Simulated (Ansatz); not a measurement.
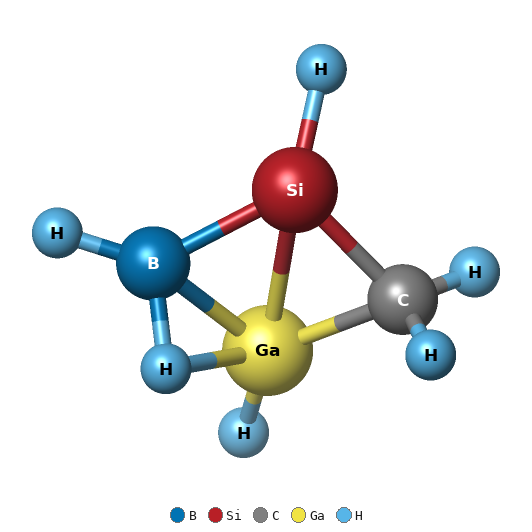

The picture shows a molecular structure as a ball-and-stick model. Every bond is drawn as one stick, whatever its order.

Identify the structure.

It has 10 atoms: 1 carbon, 6 hydrogen, 1 boron, 1 gallium and 1 silicon (CH6BGaSi). The point group is C1.

The parts below concern this one geometry. Atoms keep their numbers from picture to picture. The geometry was computed by an optimisation with PBE0-D4/def2-TZVP. No frequency run is at hand to confirm it as a minimum.

### Geometry

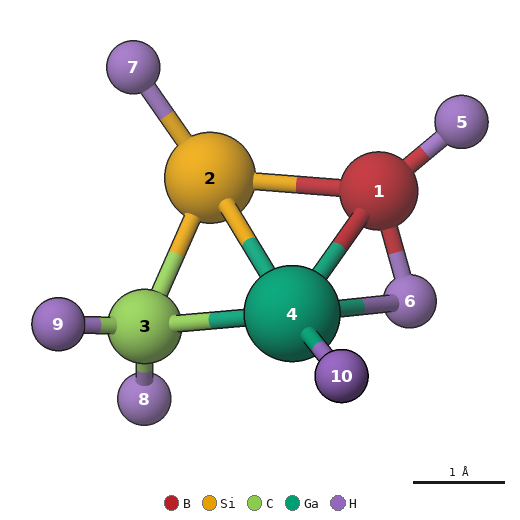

Numbered structure. No frequency run is at hand to confirm it as a minimum.

List the bonds and their lengths.

| bond | length (Å) |
| --- | --- |
| B1–Si2 | 1.892 |
| B1–Ga4 | 2.163 |
| B1–H5 | 1.189 |
| B1–H6 | 1.264 |
| Si2–C3 | 1.872 |
| Si2–Ga4 | 2.451 |
| Si2–H7 | 1.490 |
| C3–Ga4 | 2.010 |
| C3–H8 | 1.088 |
| C3–H9 | 1.089 |
| Ga4–H6 | 1.945 |
| Ga4–H10 | 1.547 |

### Levels of theory compared

No frequency run is at hand to confirm it as a minimum. Program: Ansatz 0.2.0.

Tabulate HOMO energy (eV), HOMO–LUMO gap (eV) at these levels: B3LYP-D4/def2-TZVPP; PBE-D4/def2-TZVPP; PBE0-D4/def2-TZVPP; r2SCAN-D4/def2-TZVPP; ωB97M-V/def2-TZVPP; ωB97X-V/def2-TZVPP.

```tsv
level	HOMO energy (eV)	HOMO–LUMO gap (eV)
B3LYP-D4/def2-TZVPP	−6.08	4.27
PBE-D4/def2-TZVPP	−5.43	3.02
PBE0-D4/def2-TZVPP	−6.29	4.66
r2SCAN-D4/def2-TZVPP	−5.58	3.34
ωB97M-V/def2-TZVPP	−8.20	8.37
ωB97X-V/def2-TZVPP	−8.31	8.66
```

### Charges

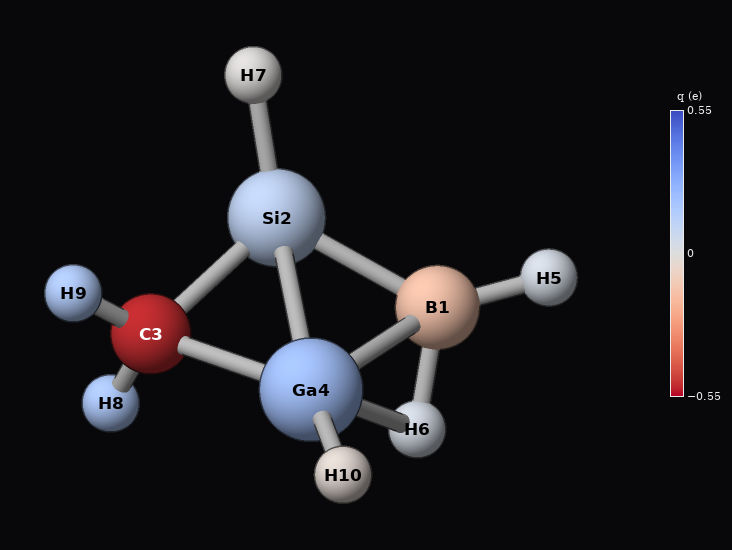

Atoms are coloured by their Mulliken charges. No frequency run is at hand to confirm it as a minimum. Method: RKS PBE0-D4/def2-TZVP (Ansatz 0.2.0).

List the Mulliken charges.

| atom | value (e) |
| --- | --- |
| B1 | −0.14 |
| Si2 | 0.10 |
| C3 | −0.50 |
| Ga4 | 0.19 |
| H5 | 0.03 |
| H6 | 0.03 |
| H7 | 0.00 |
| H8 | 0.16 |
| H9 | 0.15 |
| H10 | −0.03 |

### Dipole moment

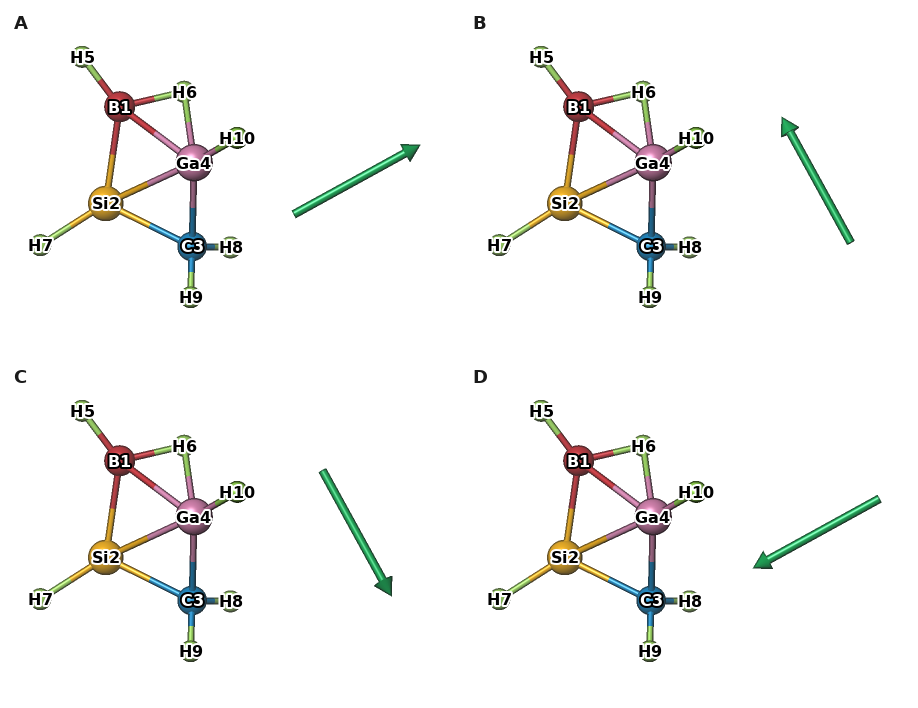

The same molecule four times, each with an arrow. No frequency run is at hand to confirm it as a minimum. Method: RKS r2SCAN-D4/def2-TZVPP (Ansatz 0.2.0).

**Which arrow points along the dipole moment, from the negative to the positive end?**

C. The dipole moment is 1.69 D; it points from the side of H5 to the side of H9 (the outermost atoms at the two ends).

Mulliken values depend strongly on the basis set and can even reverse the polarity of a bond.
